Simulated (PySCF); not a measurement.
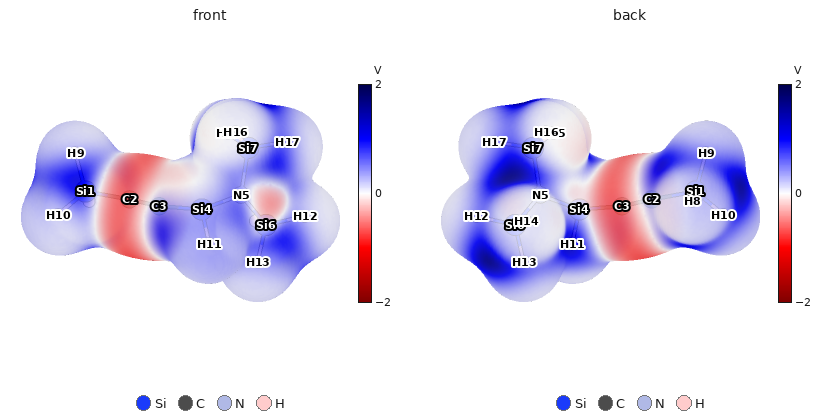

The picture shows: C$_{2}$H$_{10}$NSi$_{4}$ (doublet). The electrostatic potential painted on the density surface at 0.002 e/bohr³, seen from the front and from behind; the colour scale runs from red (negative) to blue (positive).

Geometry: GFN2-xTB.

The calculation used UKS B3LYP, pcH-1 on C H N Si, non-relativistic, mean-field spin-orbit, GIAO (PySCF 2.14.0, density-fitted response routines).

```xyz
17

Si    4.0946   -0.1271    0.7245
C     2.4156   -0.0276   -0.0222
C     1.2923   -0.0401   -0.5033
Si   -0.3468    0.2504   -1.2345
N    -1.6945    0.1713   -0.1255
Si   -2.4953   -1.3386    0.2110
Si   -1.9643    1.5405    0.9208
H     4.1084   -1.1787    1.7492
H     4.4400    1.1592    1.3415
H     5.0459   -0.4467   -0.3447
H    -0.6676   -0.4652   -2.4641
H    -3.9247   -1.0560    0.3206
H    -2.2175   -2.2218   -0.9206
H    -1.9765   -1.9243    1.4483
H    -1.1134    1.4603    2.1102
H    -1.6286    2.7182    0.1208
H    -3.3746    1.5382    1.3075
```

### Describe the electrostatic potential map.

The most negative region (about −0.7 V) lies over C2 and C3, the most positive (about +1.6 V) over Si1, Si6 and Si7.
